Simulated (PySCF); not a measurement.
```json
{"atom": "C", "x (Å)": "-0.6728", "y (Å)": "0.0407", "z (Å)": "-0.0777"}
{"atom": "N", "x (Å)": "0.6949", "y (Å)": "-0.0403", "z (Å)": "0.1252"}
{"atom": "H", "x (Å)": "-1.2571", "y (Å)": "-0.8622", "z (Å)": "0.1086"}
{"atom": "H", "x (Å)": "-1.1435", "y (Å)": "1.0114", "z (Å)": "0.0883"}
{"atom": "H", "x (Å)": "1.2433", "y (Å)": "0.7648", "z (Å)": "-0.1537"}
{"atom": "H", "x (Å)": "1.1415", "y (Å)": "-0.9114", "z (Å)": "-0.1365"}
```

Geometry: PBE0-D3(BJ)/ma-def2-SVP.

All numbers below come from DFT single point, gas phase, functional PBE0 in PySCF 2.14.0, density-fitted response routines.

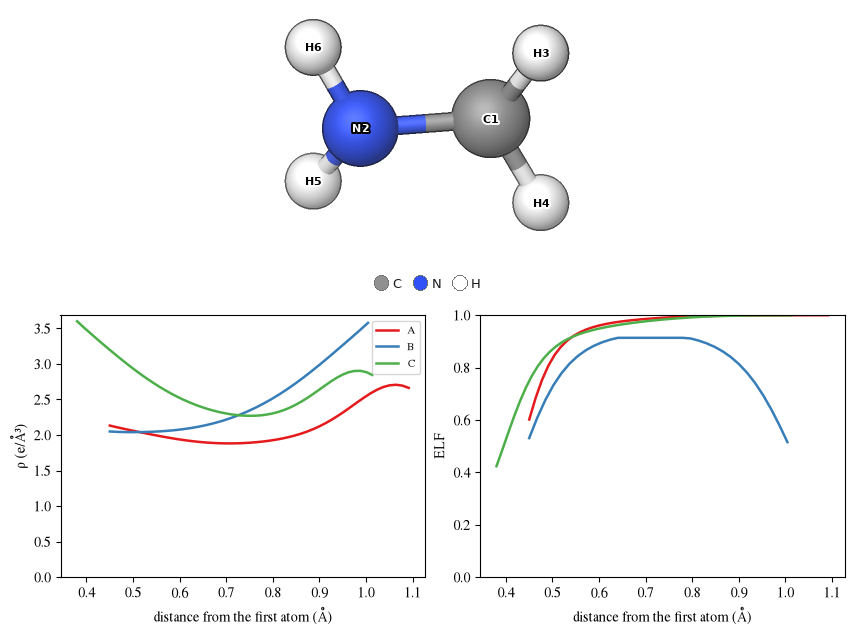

CH4N (aminomethyl) (doublet). Total electron density and ELF along straight lines between neighbouring atoms. The curves leave out the atomic cores. The structure is drawn too.

> Which curve belongs to which contact (C–H, C–N and N–H)? The first atom named is at distance zero.

Curve A: C–H (1.09 Å): ρ at the midpoint is about 2 e/Å³; the ELF climbs to about 1 towards the hydrogen, as it does in any bond to H (a covalent bond by its length). Curve B: C–N (1.38 Å): ρ is about 2.2 e/Å³ halfway; the ELF peaks at about 0.90 between the atoms; localised, covalent bonding. Curve C: N–H (1.01 Å): ρ is about 2.9 e/Å³ halfway; the ELF climbs to about 1 towards the hydrogen (an ordinary covalent bond to hydrogen).
